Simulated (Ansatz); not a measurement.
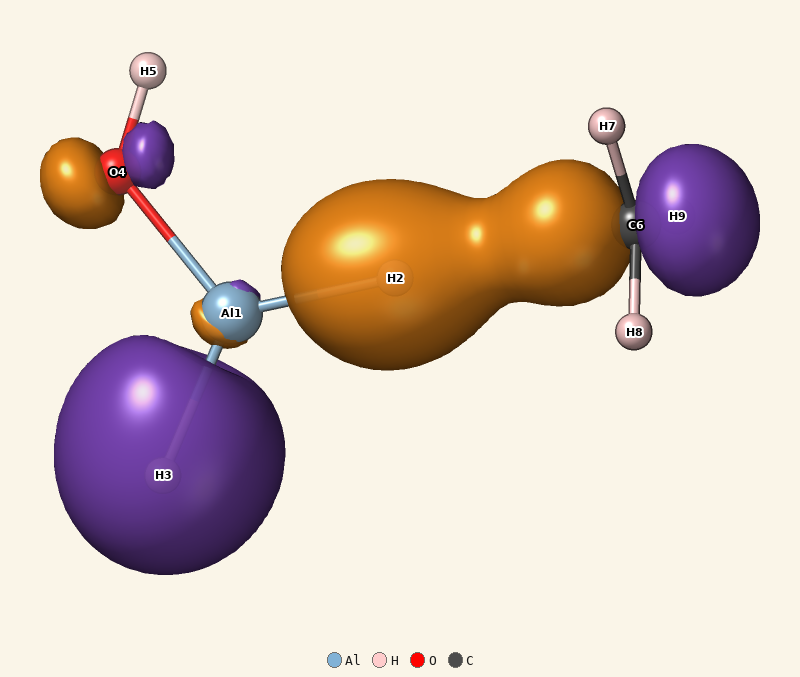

*AlH3O···CH3 (doublet). The HOMO−1 (α) at ±0.15 Å⁻³ᐟ² (orange and purple are the two phases), seen at a tilt.*

The calculation used Ansatz 0.2.0, UHF/6-31G*.

The calculation's input:

```
crystal:
  periodic: [false, false, false]
  atoms:
    - { symbol: Al, position_ang: [0.0, 0.0, 0.0] }
    - { symbol: H, position_ang: [0.0, 0.0, 1.81] }
    - { symbol: H, position_ang: [1.351, 0.0, -0.78] }
    - { symbol: O, position_ang: [-1.5415, 0.0, -0.89] }
    - { symbol: H, position_ang: [-2.0512, -0.8467, -0.6815] }
    - { symbol: C, position_ang: [0.0, 0.0, 3.22] }
    - { symbol: H, position_ang: [-0.5653, -0.8805, 3.5905] }
    - { symbol: H, position_ang: [1.0452, -0.0494, 3.5905] }
    - { symbol: H, position_ang: [-0.4798, 0.9298, 3.5905] }
magnetization:
  spin_polarized: true
  initial_magnetization: 1
basis:
  gaussian: { orbitals: "6-31G*" }
hamiltonian:
  xc: hf
relax:
  f_tol: 0.15
  max_steps: 25
  restrain:
    - { distance: [1, 5], at: 2.31, k: 30.0 }
    - { distance: [0, 1], at: 1.56, k: 30.0 }
output:
  orbitals: {}
```

Command:

```sh
ansatz run input.yaml --threads 1 --pin off --max-ram 2048MiB --backend cpu --events-out ev --progress --plain --runs-dir out
```

The fields are those of the run's last geometry, not of the input's.

Describe this orbital and give its energy.

Answer. Its weight (Hirshfeld) is mainly on H3 (about 30 %), Al1 (about 25 %), H2 (about 20 %) and C6 (about 15 %). Its energy is −11.95 eV.
